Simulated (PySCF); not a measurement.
# B$_{2}$H$_{7}$O$_{3}$Si$_{2}$ (SMILES OB(O)O[SiH]B[SiH3]) (doublet): what the fields show

Input file:

```
{"job": {"kind": "epr"}, "charge": 0, "multiplicity": 2}
Si    -1.068749     1.283343    -0.664105
O      0.503409     1.750346    -0.410458
B      1.467700     1.229167     0.426320
O      1.071940     0.499835     1.500077
O      2.784528     1.458271     0.183879
B     -1.713844    -0.496691    -0.532097
Si    -0.534610    -2.040639    -0.044754
H     -1.778699     2.517628    -1.097923
H      1.813059     0.136739     1.994930
H      2.918526     1.973241    -0.617808
H     -2.896961    -0.631196    -0.747044
H      0.904707    -1.830613    -0.411637
H     -0.971510    -3.301670    -0.729550
H     -0.580468    -2.307229     1.430956
```

Command:

```sh
OMP_NUM_THREADS=1 python cluster_run.py task.json out
```

Geometry: PBE0-D3(BJ)/def2-SVP.

All numbers below come from UKS B3LYP, IGLO-III on B O Si, pcH-1 on H, non-relativistic, mean-field spin-orbit, GIAO in PySCF 2.14.0, density-fitted response routines.

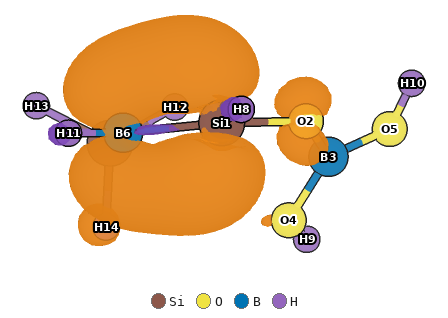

Figure 1. Isosurfaces of the spin density at +0.015 (orange) and −0.015 e/Å³ (purple), seen from one side.

### Where is the unpaired spin?

The unpaired spin (1 electron) lies mostly on Si1 (about 0.5) and B6 (about 0.4), in electrons by Hirshfeld's partition.

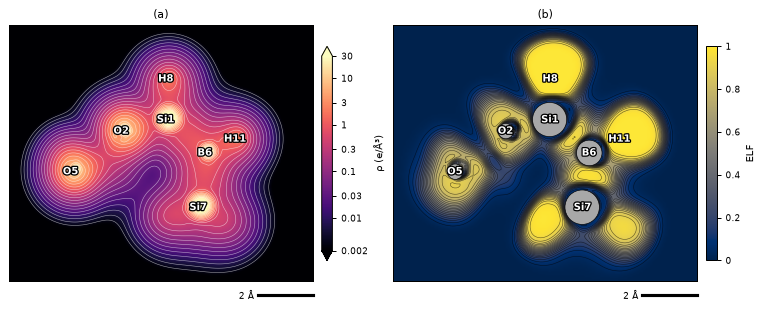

Figure 2. (a) electron density; (b) electron localisation function on the plane of atoms Si7, B6 and H11. Grey discs cover the atomic cores in the ELF map.

### Describe what can be read from this map.

- The section cuts through Si, O, B and H sites.
- Si–O (1.66 Å): ρ at the midpoint is about 1.7 e/Å³; the ELF peaks at about 0.85 between the atoms, as expected for a polar covalent bond.
- Si–B (1.90 Å): ρ is about 0.84 e/Å³ halfway; the ELF peaks at about 0.95 between the atoms; a shared electron pair.
- Si–B (2.00 Å): ρ is about 0.74 e/Å³ halfway; the ELF peaks at about 1 between the atoms (localised, covalent bonding).
- B–H (1.21 Å): ρ at the midpoint is about 1.1 e/Å³; the ELF climbs to about 1 towards the hydrogen, as it does in any bond to H.
- Si–H (1.49 Å): ρ is about 0.79 e/Å³ halfway; the ELF climbs to about 1 towards the hydrogen.
- The ELF also peaks beside O5 and O2, away from the bonds: non-bonding electrons, paired or unpaired.

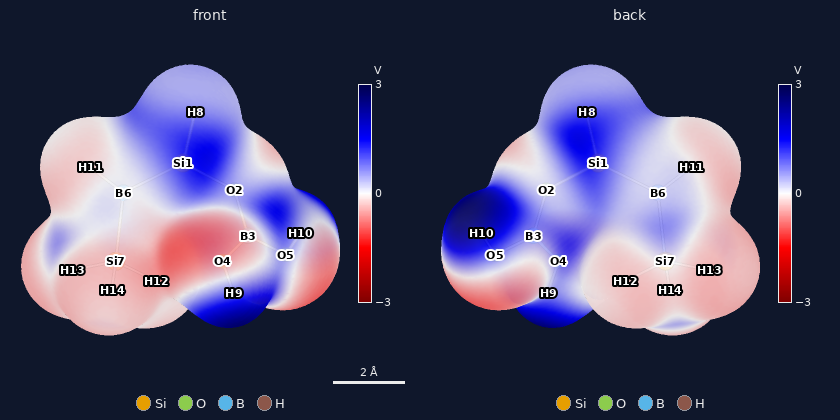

Figure 3. The electrostatic potential painted on the density surface at 0.002 e/bohr³, seen from the front and from behind; red is negative and blue positive.

### Where is the surface potential most negative and most positive?

The most negative region (about −0.9 V, or −21 kcal/mol for a unit charge) lies over O4 and O5, the most positive (about +2.7 V, or +62 kcal/mol for a unit charge) over H9 and H10.
